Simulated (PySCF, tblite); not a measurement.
**C4H11BO2Si: geometry, infrared bands and NMR shifts**

What infrared bands and NMR shifts should C4H11BO2Si (`C=C(BO[SiH3])COC`) show?

Programs: tblite 0.8.0 and PySCF 2.14.0, with density-fitted response routines of our own. Each step states its level of theory. These are calculated values for one molecule in the gas phase, unless marked as measured. Atoms count from 0, in the outputs and in this text.

## 1. The starting structure

19 atoms, charge 0, multiplicity 1; geometry from: force field or distance geometry start.

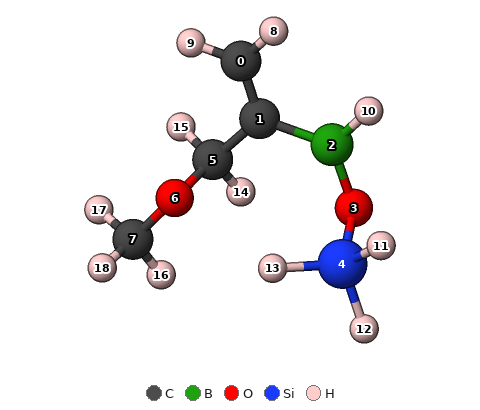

As it starts; carbon dark grey, boron green, oxygen red, silicon blue, hydrogen pink, atoms numbered; sticks join atoms by distance.

## 2. Geometry optimisation with GFN2-xTB

Job settings and geometry (Å):

```
{"job": {"kind": "relax", "xc": "GFN2-xTB", "basis": "xTB"}, "charge": 0, "multiplicity": 1}
C     -0.990800    -2.293800    -0.468900
C     -0.299000    -1.316200     0.121000
B      1.291300    -1.422400     0.181000
O      2.082100    -0.360500     0.800700
Si     2.595700     0.663900    -0.460400
C     -1.000100    -0.107500     0.681000
O     -1.189400     0.826400    -0.363800
C     -1.779400     1.995900     0.162200
H     -0.506700    -3.165100    -0.896400
H     -2.085400    -2.228300    -0.535700
H      1.818800    -2.393600    -0.226200
H      3.409300    -0.091400    -1.431700
H      3.408700     1.753100     0.102700
H      1.440400     1.257000    -1.153800
H     -0.383200     0.341500     1.504400
H     -1.975700    -0.414400     1.133100
H     -1.114800     2.494200     0.896000
H     -2.775900     1.765800     0.618500
H     -1.955600     2.704500    -0.671300
```

Run with:

```console
> OMP_NUM_THREADS=1 python probes_run.py task.json out
```

This one command runs all jobs of the session in turn.

Standard output:

```text
step      E/eV     max force
  0    -688.31235    3.290
  1    -688.54966    2.126
  2    -688.67033    1.430
  3    -688.71078    0.755
  4    -688.75749    0.470
  5    -688.77896    0.485
  6    -688.81948    0.463
  7    -688.84716    0.390
  8    -688.87152    0.350
  9    -688.89235    0.397
 10    -688.91236    0.444
 11    -688.93343    0.443
 12    -688.95974    0.403
 13    -688.99024    0.429
 14    -689.01991    0.370
 15    -689.04532    0.303
 16    -689.06316    0.256
 17    -689.07334    0.239
 18    -689.08106    0.214
 19    -689.08897    0.271
 20    -689.09588    0.235
 21    -689.10513    0.217
 22    -689.11511    0.200
 23    -689.12102    0.156
 24    -689.12650    0.163
 25    -689.13028    0.131
 26    -689.13311    0.144
 27    -689.13573    0.139
 28    -689.13841    0.134
 29    -689.14095    0.126
 30    -689.14318    0.089
 31    -689.14517    0.105
 32    -689.14721    0.103
 33    -689.14949    0.132
 34    -689.15163    0.113
 35    -689.15344    0.104
 36    -689.15471    0.076
 37    -689.15567    0.080
 38    -689.15654    0.071
 39    -689.15755    0.089
 40    -689.15847    0.080
 41    -689.15929    0.071
 42    -689.16006    0.073
 43    -689.16097    0.072
 44    -689.16204    0.087
 45    -689.16321    0.082
 46    -689.16453    0.101
 47    -689.16617    0.102
 48    -689.16818    0.112
 49    -689.17021    0.113
 50    -689.17172    0.087
 51    -689.17274    0.073
 52    -689.17372    0.078
 53    -689.17486    0.080
 54    -689.17594    0.066
 55    -689.17676    0.065
 56    -689.17738    0.067
 57    -689.17802    0.069
 58    -689.17882    0.073
 59    -689.17979    0.092
 60    -689.18100    0.136
 61    -689.18247    0.091
 62    -689.18414    0.086
 63    -689.18556    0.121
 64    -689.18685    0.135
 65    -689.18800    0.111
 66    -689.18906    0.082
 67    -689.19004    0.079
 68    -689.19112    0.137
 69    -689.19238    0.134
 70    -689.19371    0.124
 71    -689.19477    0.077
 72    -689.19556    0.066
 73    -689.19621    0.072
 74    -689.19691    0.070
 75    -689.19764    0.069
 76    -689.19820    0.050
 77    -689.19860    0.041
 78    -689.19893    0.040
 79    -689.19931    0.046
 80    -689.19980    0.064
 81    -689.20036    0.062
 82    -689.20097    0.060
 83    -689.20176    0.070
 84    -689.20289    0.093
 85    -689.20438    0.124
 86    -689.20583    0.102
 87    -689.20686    0.068
 88    -689.20755    0.057
 89    -689.20821    0.067
 90    -689.20893    0.070
 91    -689.20964    0.065
 92    -689.21032    0.059
 93    -689.21105    0.065
 94    -689.21187    0.073
 95    -689.21278    0.084
 96    -689.21373    0.069
 97    -689.21483    0.078
 98    -689.21599    0.090
 99    -689.21726    0.102
100    -689.21850    0.083
101    -689.21971    0.106
102    -689.22082    0.097
103    -689.22215    0.088
104    -689.22423    0.086
105    -689.22676    0.086
106    -689.22829    0.097
107    -689.23002    0.108
108    -689.23133    0.121
109    -689.23254    0.082
110    -689.23338    0.076
111    -689.23393    0.065
112    -689.23475    0.062
113    -689.23594    0.087
114    -689.23672    0.055
115    -689.23717    0.037
116    -689.23740    0.029
117    -689.23759    0.053
118    -689.23777    0.040
119    -689.23800    0.027
120    -689.23812    0.030
121    -689.23836    0.033
122    -689.23856    0.036
123    -689.23886    0.033
124    -689.23923    0.053
125    -689.23973    0.066
126    -689.24029    0.063
127    -689.24091    0.057
128    -689.24167    0.068
129    -689.24281    0.084
130    -689.24437    0.098
131    -689.24467    0.235
132    -689.24677    0.095
133    -689.24766    0.055
134    -689.24827    0.050
135    -689.24881    0.062
136    -689.24923    0.064
137    -689.25005    0.065
138    -689.25082    0.050
139    -689.25152    0.062
140    -689.25201    0.069
141    -689.25298    0.082
142    -689.25399    0.085
143    -689.25479    0.070
144    -689.25556    0.072
145    -689.25631    0.059
146    -689.25704    0.046
147    -689.25758    0.055
148    -689.25824    0.054
149    -689.25869    0.064
150    -689.25913    0.062
151    -689.25952    0.064
152    -689.25996    0.059
153    -689.26043    0.058
154    -689.26095    0.055
155    -689.26146    0.057
156    -689.26197    0.057
157    -689.26243    0.066
158    -689.26300    0.075
159    -689.26374    0.076
160    -689.26516    0.099
161    -689.26640    0.106
162    -689.26822    0.095
163    -689.26985    0.067
164    -689.27027    0.111
165    -689.27161    0.098
166    -689.27208    0.048
167    -689.27266    0.037
168    -689.27330    0.052
169    -689.27390    0.057
170    -689.27449    0.057
171    -689.27513    0.057
172    -689.27601    0.075
173    -689.27731    0.089
174    -689.27885    0.124
175    -689.28034    0.116
176    -689.28158    0.086
177    -689.28238    0.081
178    -689.28321    0.062
179    -689.28444    0.081
180    -689.28584    0.107
181    -689.28673    0.097
182    -689.28749    0.079
183    -689.28817    0.064
184    -689.28880    0.049
185    -689.28923    0.039
186    -689.28951    0.037
187    -689.28978    0.043
188    -689.29009    0.057
189    -689.29043    0.053
190    -689.29071    0.040
191    -689.29093    0.034
192    -689.29112    0.036
193    -689.29130    0.041
194    -689.29152    0.038
195    -689.29179    0.028
196    -689.29208    0.030
197    -689.29238    0.045
198    -689.29276    0.046
199    -689.29309    0.041
200    -689.29332    0.024
201    -689.29343    0.023
202    -689.29352    0.029
203    -689.29361    0.028
204    -689.29371    0.022
205    -689.29378    0.017
206    -689.29383    0.014
207    -689.29387    0.016
208    -689.29389    0.012
209    -689.29391    0.007
```

It took 2.7 s on 1 thread of Arm Neoverse N1, shared host; peak memory 0.18 GiB.

Step by step: (not every step is listed)

| step | energy from step 0 (eV) | largest force (eV/Å) |
| --- | --- | --- |
| 0 | 0.0000 | 3.2898 |
| 1 | -0.2373 | 2.1261 |
| 2 | -0.3580 | 1.4299 |
| 3 | -0.3984 | 0.7555 |
| 4 | -0.4451 | 0.4698 |
| 5 | -0.4666 | 0.4849 |
| 6 | -0.5071 | 0.4634 |
| 7 | -0.5348 | 0.3899 |
| 8 | -0.5592 | 0.3503 |
| 27 | -0.8234 | 0.1391 |
| 46 | -0.8522 | 0.1010 |
| 65 | -0.8756 | 0.1109 |
| 84 | -0.8905 | 0.0930 |
| 103 | -0.9098 | 0.0880 |
| 122 | -0.9262 | 0.0362 |
| 141 | -0.9406 | 0.0817 |
| 160 | -0.9528 | 0.0994 |
| 179 | -0.9721 | 0.0805 |
| 198 | -0.9804 | 0.0458 |
| 204 | -0.9814 | 0.0224 |
| 205 | -0.9814 | 0.0168 |
| 206 | -0.9815 | 0.0137 |
| 207 | -0.9815 | 0.0164 |
| 208 | -0.9815 | 0.0119 |
| 209 | -0.9816 | 0.0071 |

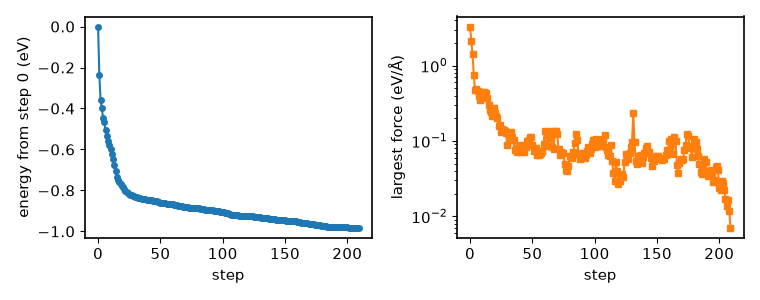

Energy and largest force along the relaxation.

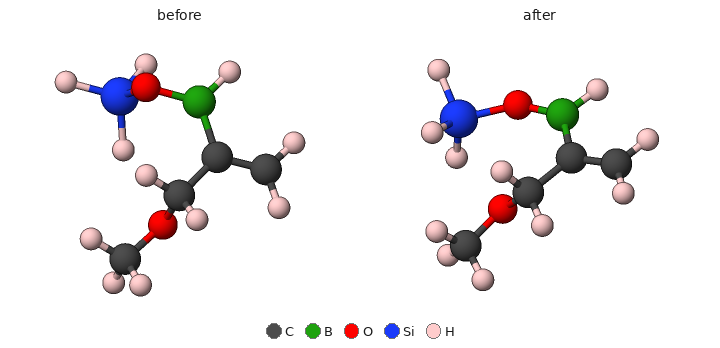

Before and after, at one scale.

Close pairs (by a distance rule), those that changed most:

| bond | before (Å) | after (Å) | change (Å) |
| --- | --- | --- | --- |
| B2–O3 | 1.462 | 1.314 | -0.148 |
| O3–Si4 | 1.704 | 1.617 | -0.086 |
| C7–H17 | 1.120 | 1.098 | -0.022 |
| C7–H18 | 1.108 | 1.088 | -0.020 |
| C0–H9 | 1.099 | 1.081 | -0.018 |
| C5–H14 | 1.123 | 1.105 | -0.018 |
| C1–B2 | 1.595 | 1.579 | -0.016 |
| C5–H15 | 1.118 | 1.103 | -0.016 |

The end geometry stands in the next job.

## 3. Infrared spectrum with GFN2-xTB

Job settings and geometry (Å):

```
{"job": {"kind": "ir", "xc": "GFN2-xTB", "basis": "xTB"}, "charge": 0, "multiplicity": 1}
C     -1.083786    -2.612638     0.242849
C     -0.343229    -1.515274     0.099742
B      1.081386    -1.564676    -0.579156
O      1.882865    -0.524918    -0.638906
Si     2.174486     1.054840    -0.450187
C     -0.873412    -0.200062     0.613960
O     -0.657276     0.820403    -0.339467
C     -1.264475     2.033814     0.013194
H     -0.726187    -3.572349    -0.088873
H     -2.061772    -2.603513     0.703093
H      1.458067    -2.581585    -1.046234
H      3.641560     1.083993    -0.446330
H      1.708517     1.578496     0.837329
H      1.621523     1.752299    -1.603753
H     -0.353298     0.055997     1.554637
H     -1.950697    -0.275916     0.836733
H     -0.885341     2.412135     0.970922
H     -2.354104     1.922516     0.086647
H     -1.024633     2.745689    -0.773663
```

Standard output:

```text
mode    cm-1     km/mol
  1      41.8      0.69
  2      91.6      7.40
  3     110.2      6.92
  4     130.1      7.74
  5     160.2      2.67
  6     186.0      0.79
  7     216.0      0.94
  8     239.6      8.59
  9     247.8      0.48
 10     338.4      1.92
 11     395.4      4.39
 12     445.4      3.89
 13     511.9      6.60
 14     606.6    101.16
 15     624.8     66.15
 16     668.2      0.77
 17     744.2     42.06
 18     768.6     72.86
 19     771.2    180.48
 20     807.0    281.75
 21     824.4    100.77
 22     854.8    301.12
 23     923.9     26.39
 24     955.4     12.27
 25     990.3     17.62
 26    1007.1     14.39
 27    1105.8     80.12
 28    1111.5     55.69
 29    1136.4      2.00
 30    1163.8      9.37
 31    1211.2     19.53
 32    1245.2      6.83
 33    1335.3     16.37
 34    1399.6    601.25
 35    1407.9      4.58
 36    1419.6     81.61
 37    1468.9      5.31
 38    1474.1      2.83
 39    1489.9      4.36
 40    1665.8     18.31
 41    2197.8    429.27
 42    2232.9    252.53
 43    2299.7    220.21
 44    2530.2    203.57
 45    2800.9     68.26
 46    2845.3     64.31
 47    2892.6     55.72
 48    2916.3     59.01
 49    3032.2     16.53
 50    3060.2     44.49
 51    3120.6     29.36
```

It took 1.2 s on 1 thread of Arm Neoverse N1, shared host; peak memory 0.18 GiB.

The strongest bands and the atoms that carry them (share of the mass-weighted mode):

| cm⁻¹ | km/mol | atoms |
| --- | --- | --- |
| 771 | 180.5 | H13 46 %, H12 16 % |
| 807 | 281.8 | H11 41 %, H13 27 %, H12 13 % |
| 855 | 301.1 | H12 50 %, H11 40 % |
| 1400 | 601.2 | B2 44 %, O3 42 % |
| 2198 | 429.3 | H12 60 %, H11 36 % |
| 2233 | 252.5 | H11 60 %, H12 36 % |
| 2300 | 220.2 | H13 95 % |
| 2530 | 203.6 | H10 92 % |

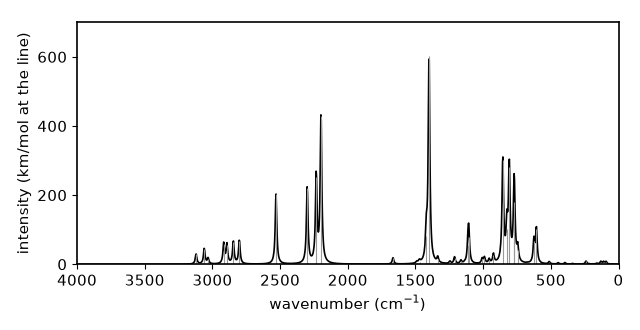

The infrared spectrum from these modes, unscaled. Lines are broadened to a width of 14 cm⁻¹ (Lorentzian).

## 4. Nuclear shieldings: PBE0/pcSseg-1

The job, as its differences from that of step 3:

```diff
@@ -1,2 +1,2 @@
-{"job": {"kind": "ir", "xc": "GFN2-xTB", "basis": "xTB"}, "charge": 0, "multiplicity": 1}
+{"job": {"kind": "nmr", "xc": "PBE0", "basis": "pcSseg-1"}, "charge": 0, "multiplicity": 1}
 C     -1.083786    -2.612638     0.242849
```

With the program's defaults for keys left out, this is: GIAO PBE0/pcSseg-1 NMR shielding, non-relativistic, gas phase.

Standard output:

```text
coarse grid: 16048 points
cycle   1  E = -623.1076893980  dE =  9.252e-01  |g| = 8.298e-01  |ddm| = 3.785e+00
cycle   2  E = -622.9175185373  dE =  1.902e-01  |g| = 1.306e+00  |ddm| = 1.695e+00
cycle   3  E = -623.2320963445  dE = -3.146e-01  |g| = 1.240e-01  |ddm| = 1.160e+00
cycle   4  E = -623.2349476973  dE = -2.851e-03  |g| = 5.261e-02  |ddm| = 1.420e-01
cycle   5  E = -623.2355731370  dE = -6.254e-04  |g| = 1.736e-02  |ddm| = 5.067e-02
cycle   6  E = -623.2356402443  dE = -6.711e-05  |g| = 4.822e-03  |ddm| = 1.688e-02
cycle   7  E = -623.2356457920  dE = -5.548e-06  |g| = 1.085e-03  |ddm| = 4.593e-03
final grid: 149480 points
cycle   8  E = -623.3029573931  dE = -4.161e-05  |g| = 1.285e-02  |ddm| = 3.076e-02
cycle   9  E = -623.3029240028  dE =  3.339e-05  |g| = 1.886e-02  |ddm| = 1.928e-02
cycle  10  E = -623.3029891323  dE = -6.513e-05  |g| = 1.636e-03  |ddm| = 1.193e-02
cycle  11  E = -623.3029897366  dE = -6.043e-07  |g| = 1.868e-04  |ddm| = 1.583e-03
cycle  12  E = -623.3029897424  dE = -5.747e-09  |g| = 9.498e-05  |ddm| = 2.131e-04
cycle  13  E = -623.3029897440  dE = -1.600e-09  |g| = 3.794e-05  |ddm| = 8.608e-05
cycle  14  E = -623.3029897443  dE = -3.192e-10  |g| = 7.489e-06  |ddm| = 3.858e-05
converged SCF energy = -623.3029897443

GIAO shielding tensors (ppm)
atom      isotropic    diamagn.    paramagn.     s11        s22        s33       span
  0 C       41.350     252.361    -211.011    -78.061     48.211    153.900    231.961
  1 C       27.178     262.937    -235.759    -86.102      4.823    162.812    248.914
  2 B       59.415     193.848    -134.434     33.233     50.488     94.524     61.291
  3 O      179.950     395.507    -215.556     50.073    100.663    389.115    339.043
  4 Si     394.885     879.151    -484.267    359.619    371.379    453.656     94.037
  5 C      103.855     248.130    -144.274     68.916     93.976    148.674     79.758
  6 O      309.007     400.491     -91.484    278.062    315.231    333.728     55.666
  7 C      127.226     244.540    -117.313     97.286    101.229    183.164     85.878
  8 H       25.524      30.120      -4.595     22.109     25.219     29.245      7.135
  9 H       25.328      31.242      -5.914     21.267     25.259     29.458      8.192
 10 H       26.490      30.026      -3.536     24.255     27.005     28.211      3.956
 11 H       26.543      28.211      -1.668     22.882     25.277     31.470      8.588
 12 H       26.823      31.625      -4.802     23.391     27.449     29.629      6.238
 13 H       26.656      30.727      -4.071     23.612     25.908     30.448      6.836
 14 H       27.212      33.262      -6.050     25.266     26.347     30.023      4.757
 15 H       27.899      33.509      -5.611     24.135     26.785     32.776      8.640
 16 H       28.491      30.256      -1.765     24.628     26.770     34.075      9.447
 17 H       28.319      29.275      -0.956     24.461     25.984     34.512     10.051
 18 H       27.854      29.880      -2.026     23.783     25.694     34.085     10.302
```

Run time: 63 s. Hardware: 1 thread of Arm Neoverse N1, shared host; peak memory 0.89 GiB.

The references, computed at this level on geometries of the same kind, shield at (ppm): 1H TMS 31.72, 13C TMS 186.9, 29Si TMS 349.2, 17O H2O 336.1, 11B BF3·OEt2 100.1. Their shielding less the atom's gives the shift. The references are single molecules in the gas phase, so shifts against H2O, NH3, PH3, H3PO4 or CFCl3 are not on the usual liquid scales and can be off by tens of ppm. Atoms listed in one row are averaged.

| atoms | environment | σ (ppm) | δ (ppm) | δ scaled to CDCl3 |
| --- | --- | --- | --- | --- |
| C1 | fully substituted alkene carbon | 27.2 | 159.7 | 154.0 |
| C0 | terminal =CH2 carbon | 41.4 | 145.6 | 140.2 |
| C5 | allylic sp3 CH2 bonded to O | 103.9 | 83.1 | 79.2 |
| C7 | methyl carbon bonded to O | 127.2 | 59.7 | 56.4 |
| H9 | hydrogen on a terminal =CH2 carbon | 25.33 | 6.39 | 6.13 |
| H8 | hydrogen on a terminal =CH2 carbon | 25.52 | 6.19 | 5.94 |
| H10 | hydrogen on a boron bonded to C, O | 26.49 | 5.23 | – |
| H11, H12, H13 | hydrogen on a silicon bonded to O | 26.67 | 5.04 | – |
| H14, H15 | hydrogen on an allylic sp3 CH2 bonded to O | 27.56 | 4.16 | 4.03 |
| H16, H17, H18 | hydrogen on a methyl carbon bonded to O | 28.22 | 3.50 | 3.40 |
| B2 | boron bonded to C, O, H | 59.4 | 40.7 | – |
| O3 | oxygen bonded to B, Si | 180.0 | 156.1 | – |
| O6 | ether oxygen | 309.0 | 27.1 | – |
| Si4 | silicon bonded to O, 3 H | 394.9 | -45.7 | – |

The scaled column applies a straight-line fit of computed shieldings to shifts measured in CDCl3 (root-mean-square error 0.16 ppm for H, 1.9 ppm for C).

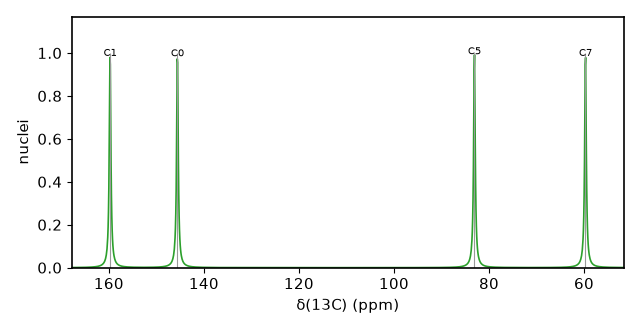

13C lines at the computed shifts, without couplings. Lines are broadened to a width of 0.40 ppm (Lorentzian).

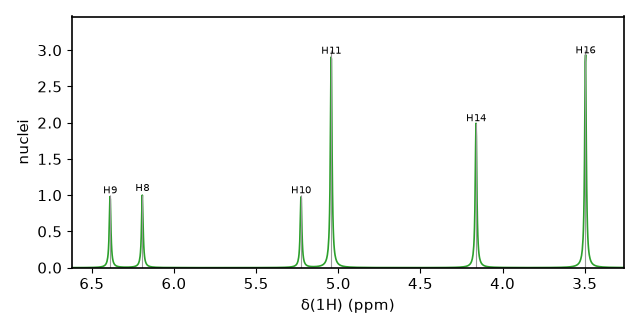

1H lines at the computed shifts, without couplings. Lines are broadened to a width of 0.01 ppm (Lorentzian).

The run also stored atomic charges by several schemes (e):

| atoms | Mulliken | IAO | Hirshfeld | ESP fit |
| --- | --- | --- | --- | --- |
| C0 | -0.08 | -0.26 | -0.07 | -0.43 |
| C1 | -0.49 | -0.14 | -0.07 | -0.05 |
| B2 | 0.52 | 0.26 | 0.18 | 0.40 |
| O3 | -0.56 | -0.60 | -0.23 | -0.39 |
| Si4 | 0.72 | 0.89 | 0.38 | 0.56 |
| C5 | 0.12 | -0.05 | 0.00 | 0.04 |
| O6 | -0.54 | -0.38 | -0.11 | -0.22 |
| C7 | -0.03 | -0.20 | -0.04 | -0.31 |

ESP fit charges:

C0 -0.43; C1 -0.05; B2 0.40; O3 -0.39; Si4 0.56; C5 0.04; O6 -0.22; C7 -0.31; H8 0.18; H9 0.18; H10 -0.15; H11 -0.14; H12 -0.10; H13 -0.10; H14 0.06; H15 0.08; H16 0.10; H17 0.13; H18 0.15

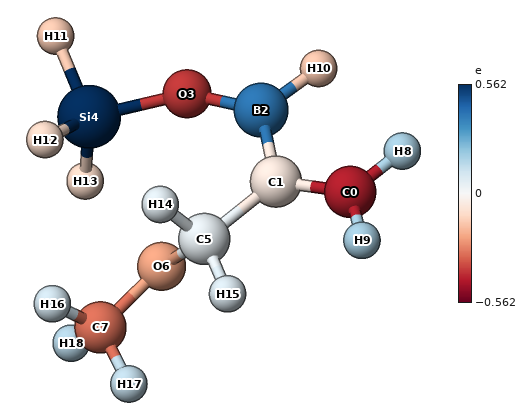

ESP fit charges, as colours on the atoms.

Mayer bond orders: C0–C1 1.98, C1–B2 0.89, B2–O3 1.23, O3–Si4 0.88, C1–C5 1.01, C5–O6 0.90, O6–C7 0.92.

## 5. Outcome

| quantity | value |
| --- | --- |
| strongest single infrared mode (GFN2-xTB) | 1400 cm⁻¹, 601 km/mol |
| zero-point energy (GFN2-xTB) | 89.0 kcal/mol |
| 13C shifts against TMS (PBE0/pcSseg-1) | 159.7, 145.6, 83.1, 59.7 ppm |
| 1H shifts against TMS (PBE0/pcSseg-1, means over atoms taken as alike) | 6.39, 6.19, 5.23, 5.04, 4.16, 3.50 ppm |
| 11B shifts against BF3·OEt2 (PBE0/pcSseg-1) | 40.7 ppm |
| 17O shifts against H2O (PBE0/pcSseg-1) | 156.1, 27.1 ppm |
| 29Si shifts against TMS (PBE0/pcSseg-1) | -45.7 ppm |

In words: The optimisation took 209 steps and gained 0.982 eV; among the close pairs (by a distance rule), B2–O3 changed most, from 1.462 to 1.314 Å. All 51 modes are real, so the xTB geometry is a minimum. The strongest single mode, at 1400 cm⁻¹, moves mainly B2 and O3. GFN2-xTB is a fitted tight-binding method: band positions and strengths are rough. Its intensities can rank the bands wrongly. C1 (fully substituted alkene carbon) lies farthest downfield among carbon, at 159.7 ppm; an sp2 carbon of a C=C bond. At PBE0/pcSseg-1: The largest span, 339 ppm, is at O3, where the paramagnetic term is -216 ppm.
